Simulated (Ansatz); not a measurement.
# The cluster CoSi6: geometry, orbitals and charge

What does the cluster CoSi6 look like as a doublet, and where do its frontier electrons sit?

The runs use Ansatz 0.2.0, Gaussian basis; UKS PBE0-D4/def2-TZVP.

Plan: a search for the lowest solution at PBE0-D4/def2-SVP; a single point at PBE0-D4/def2-TZVP.

6 further runs of the same task are left out: 5 that didn't finish, 1 set aside as unsound or not needed. Runs told in other sessions of the task aren't counted.

### Step 1. The geometry

The geometry is that of the doublet, from an earlier relaxation (r2SCAN-D4/def2-SVP). At that level it is the lowest of the isomers that a small search found.

7 atoms, charge 0, spin multiplicity 2.

Atoms are counted from 1 here; the program's logs count them from 0.

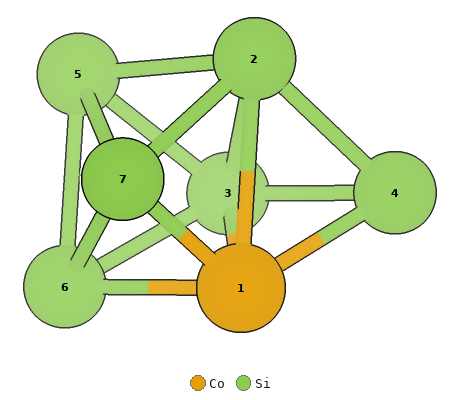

The geometry (cobalt amber, silicon green); atoms are numbered from 1 in the order of the file.

No spin-orbit coupling is included.

Bonds by kind at the end (by distance):

```csv
bond,count,shortest (Å),longest (Å)
Si–Si,10,2.385,2.615
Co–Si,5,2.141,2.787
```

### Step 2. Searching for the lowest solution, PBE0-D4/def2-SVP

start.molden holds the orbitals of an earlier run on this state, given as this run's starting guess.

Contents of in.yaml:

```yaml
crystal:
  periodic: [false, false, false]
  atoms:
    - {symbol: Co, position_ang: [1.235540, 0.219109, 0.867929]}
    - {symbol: Si, position_ang: [-1.396385, 0.936539, 0.296331]}
    - {symbol: Si, position_ang: [0.426706, 0.414333, -1.252590]}
    - {symbol: Si, position_ang: [0.579332, 2.317153, 0.176563]}
    - {symbol: Si, position_ang: [-1.411863, -1.115841, -1.021962]}
    - {symbol: Si, position_ang: [1.021530, -1.793048, -0.473942]}
    - {symbol: Si, position_ang: [-0.454860, -0.978255, 1.407673]}
basis:
  gaussian: {orbitals: def2-SVP, initial_orbitals: start.molden}
magnetization: {spin_polarized: true, initial_magnetization: 1}
hamiltonian: {xc: pbe0, dispersion: d4}
output: {orbitals: {seedname: orbitals}}
```

Started as:

```bash
$ ansatz run in.yaml --threads 4 --pin off --events-out ev --progress --plain --max-ram 4787MiB
```

What it wrote:

```text
Functional definition: PBE0
  name "PBE0"
  cite "Adamo & Barone, J. Chem. Phys. 110, 6158 (1999) doi:10.1063/1.478522"
  cite "Perdew, Burke & Ernzerhof, Phys. Rev. Lett. 77, 3865 (1996) doi:10.1103/PhysRevLett.77.3865"
  parent pbe
  parameter a = 0.25
  parameter kappa = 0.804
  parameter beta = 0.06672455060314922
  exchange = (1 - a)*pbe_x(kappa = kappa, mu = beta*pi^2/3) + a*exact_x
  correlation = pbe_c(beta = beta)
1328 factors; integrals over basis functions are off by at most 7.7e-4 eV
mean field evaluation 1: about -84845.0010 eV, gradient 3.6e0 eV
mean field evaluation 2: about -84845.1904 eV, gradient 5.6e-1 eV
mean field evaluation 4: about -84845.2359 eV, gradient 1.5e-1 eV
mean field evaluation 8: about -84845.2372 eV, gradient 1.1e-2 eV
mean field evaluation 16: about -84845.2372 eV, gradient 1.1e-5 eV
mean field evaluation 32: about -84845.1858 eV, gradient 2.0e0 eV
mean field evaluation 64: about -84845.1996 eV, gradient 8.3e-1 eV
mean field -84845.23717961 eV, -3118.0049561833 hartree, gradient 2.8e-6 eV, S^2 1.368197; 9 other end points of the search recorded, 0 dependent functions left out
reference -84845.23721034 eV, -3118.0049573128 hartree; 56, 55 occupied and 83, 84 virtual orbitals, 1328 factors
Total energy: -84845.76901795 eV, -3118.0245008820 hartree
```

Wall time 39 s (4 threads of Arm Neoverse V1, shared host); peak memory 0.74 GiB.

HOMO -5.94 eV, LUMO -3.56 eV (over both spins); ⟨S²⟩ 1.368 (pure: 0.75). Doubts: spin contamination.

### Step 3. Single point, PBE0-D4/def2-TZVP

Edit in.yaml of step 2 so:

```diff
@@ -11,5 +11,6 @@
 basis:
-  gaussian: {orbitals: def2-SVP, initial_orbitals: start.molden}
+  gaussian: {orbitals: def2-TZVP, initial_orbitals: start.molden}
 magnetization: {spin_polarized: true, initial_magnetization: 1}
 hamiltonian: {xc: pbe0, dispersion: d4}
+scf: {omitted_lower_state_checks: [starts]}
 output: {orbitals: {seedname: orbitals}}
```

The command is unchanged.

What it wrote:

```text
Functional definition: PBE0
  name "PBE0"
  cite "Adamo & Barone, J. Chem. Phys. 110, 6158 (1999) doi:10.1063/1.478522"
  cite "Perdew, Burke & Ernzerhof, Phys. Rev. Lett. 77, 3865 (1996) doi:10.1103/PhysRevLett.77.3865"
  parent pbe
  parameter a = 0.25
  parameter kappa = 0.804
  parameter beta = 0.06672455060314922
  exchange = (1 - a)*pbe_x(kappa = kappa, mu = beta*pi^2/3) + a*exact_x
  correlation = pbe_c(beta = beta)
these checks for a lower state are left out or cut short: starts
2143 factors; their error is unknown
mean field evaluation 1: about -84862.7224 eV, gradient 1.2e2 eV
mean field evaluation 2: about -84866.4742 eV, gradient 5.0e0 eV
mean field evaluation 4: about -84866.6930 eV, gradient 5.9e-2 eV
mean field evaluation 8: about -84867.0265 eV, gradient 4.6e-4 eV
mean field evaluation 16: about -84867.0265 eV, gradient 8.6e-6 eV
mean field -84867.02653495 eV, -3118.8057002227 hartree, gradient 8.6e-6 eV, S^2 1.212930; 0 other end points of the search recorded, 0 dependent functions left out
reference -84867.02656406 eV, -3118.8057012925 hartree; 56, 55 occupied and 211, 212 virtual orbitals, 2143 factors
Total energy: -84867.55837167 eV, -3118.8252448617 hartree
Checks for a lower state left out: starts
```

Wall time 2.4 min (4 threads of Arm Neoverse V1, shared host); peak memory 1.7 GiB.

HOMO -5.83 eV, LUMO -3.49 eV (over both spins); ⟨S²⟩ 1.213 (pure: 0.75). Doubts: spin contamination.

Mulliken charges, from this run's orbitals:

```csv
atom,value (e)
Co1,0.09
Si2,0.02
Si3,0.04
Si4,-0.05
Si5,-0.03
Si6,-0.05
Si7,-0.02
```

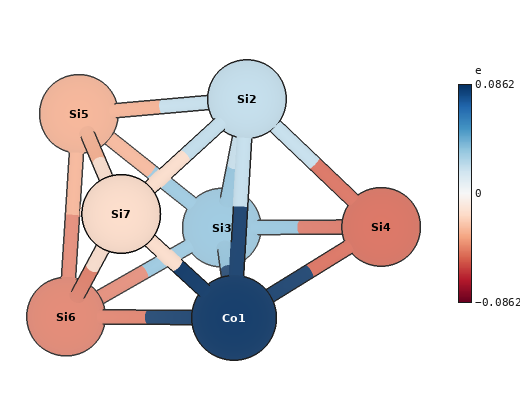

Mulliken charges, from this run's orbitals, as colours on the atoms.

Mulliken spin populations:

```csv
atom,value (e)
Co1,1.69
Si2,-0.09
Si3,-0.06
Si4,-0.19
Si5,-0.07
Si6,-0.07
Si7,-0.21
```

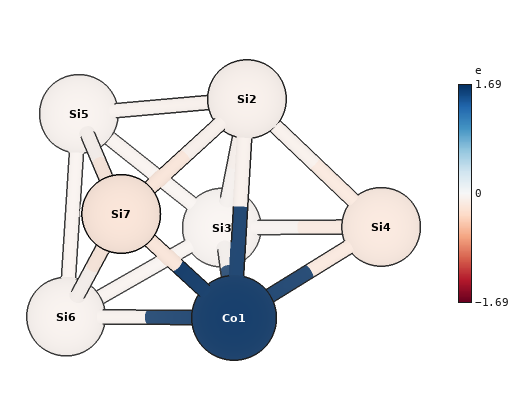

Mulliken spin populations, as colours on the atoms.

Largest Mayer bond orders: Co1–Si7 1.03; Si2–Si4 0.86; Co1–Si4 0.81; Si3–Si4 0.81; Si3–Si5 0.73; Si2–Si5 0.73; Si2–Si7 0.71; Si3–Si6 0.69; Co1–Si6 0.64; Co1–Si3 0.63.

### Step 4. What came out

| quantity | value |
| --- | --- |
| point group | C1 |
| near neighbours of the metal | Si 2.79, Si 2.28, Si 2.30, Si 2.43, Si 2.14 Å |
| HOMO, LUMO at PBE0-D4/def2-TZVP (over both spins) | -5.83, -3.49 eV |
| ⟨S²⟩ | 1.213 |
| charge on the metal (Mulliken, PBE0-D4/def2-TZVP) | +0.09 e |
| spin on the metal (Mulliken) | 1.69 |

What this shows: The metal has 5 near neighbours by the distance rule, from 2.14 to 2.79 Å. Of 1 unpaired electron, 1.69 sit on the metal by Mulliken's count, more than all: the ligands carry opposite spin. No usable vibrations, so a minimum isn't proven. Doubts on the single point: spin contamination. Whether this spin is the lowest isn't tested here. The point group is read from a loosely relaxed geometry; soft torsions can leave it below the true symmetry.
